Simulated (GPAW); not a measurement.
Consider NaMgF3 (Pm-3m).

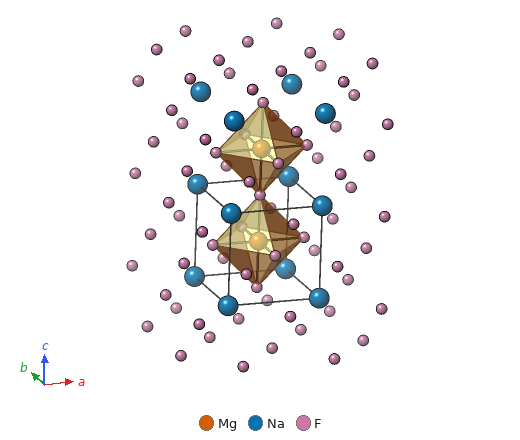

The structure (magnesium orange, sodium blue, fluorine pink). 1×1×2 cells are drawn. Some periodic images of atoms are drawn too.

```xyz
5
Lattice="3.9508 0.0000 0.0000 0.0000 3.9508 0.0000 0.0000 0.0000 3.9508" Properties=species:S:1:pos:R:3 pbc="T T T"
Mg    1.9754    1.9754    1.9754
Na    0.0000    0.0000    0.0000
F     0.0000    1.9754    1.9754
F     1.9754    0.0000    1.9754
F     1.9754    1.9754    0.0000
```

Absorber: atom 1, with 6 F at 1.98 Å (octahedral, site symmetry m-3m). Method: GPAW, LDA, full core hole (charged cell), 20-atom cell with 6.8 Å between holes, 4×4×4 k points, dipole transitions, Gaussian full width 0.9 eV up to 4 eV, rising linearly to 3.5 eV at 25 eV.

**Question.** What does the Mg K edge look like?

Main maxima up to 24 eV above the zero (height): 6.0 eV (2.39), 8.5 eV (3.18) and 15.3 eV (1.12). A K edge sees empty p states on the absorber. The total-energy difference plus the lowest empty eigenvalue puts the zero at 1308.99 eV. One term is added: -12.89 eV, since the hole is spin-paired here and a spin-polarised one costs that much less in the free atom (computed apart). The photon energy is then 1296.10 eV. The tabulated edge of the element is 1303 eV. The functional and the charged cell's background leave an error in such absolute values: in the free atom LDA prices this hole 6.5 eV below PBE (computed apart), and PBE is itself good to a few eV.

The Mg K spectrum (energy from the lowest empty level; intensity scaled to a mean of 1 over the first 20 eV):

| E (eV) | intensity |
| --- | --- |
| -2.0 | 0.00 |
| -0.5 | 0.00 |
| 1.0 | 0.01 |
| 2.5 | 0.21 |
| 4.0 | 0.67 |
| 5.5 | 2.14 |
| 7.0 | 1.69 |
| 8.5 | 3.18 |
| 10.0 | 1.10 |
| 11.5 | 0.54 |
| 13.0 | 0.88 |
| 14.5 | 1.05 |
| 16.0 | 1.03 |
| 17.5 | 0.58 |
| 19.0 | 0.28 |
| 20.5 | 0.18 |
| 22.0 | 0.20 |
| 23.5 | 0.27 |
| 25.0 | 0.42 |
| 26.5 | 0.63 |
| 28.0 | 0.74 |
| 29.5 | 0.72 |
| 31.0 | 0.64 |

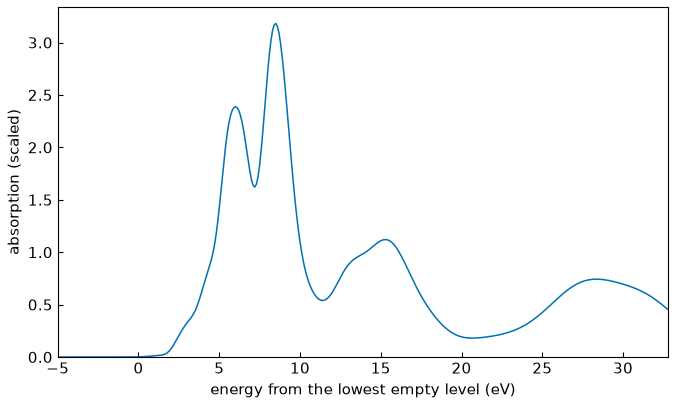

The Mg K edge.

The mesh is coarse (0.28 Å⁻¹ between points), so small maxima may be mesh ripples. Lifetime broadening is put in by hand, and intensities beyond about 20 eV depend on it and on the partial waves; weight that the partial waves miss at high energy is lost. The structure is a computed Materials Project entry and may be a hypothetical form.

[Banner, clock and machine lines of the logs are left out without a mark of their own.]

[Logs are printed without paths, hosts, clocks, repeated set-up lines and the standing remarks that a program may print on its own settings, such as how far it seeks lower states.]

[Hosts, paths, dates, database ids (printed as entryN), source tags and the programs' standing remarks are cut or masked in the printed files.]

[Lists of maxima count a maximum above −3 eV only where it reaches 4 % of the highest in the window and stands out from its surroundings by 2 % of it (1.5 % where it reaches 55 %); shoulders and weaker maxima are passed over, and of the rest the first, up to two pre-edge ones and the few strongest are named.]
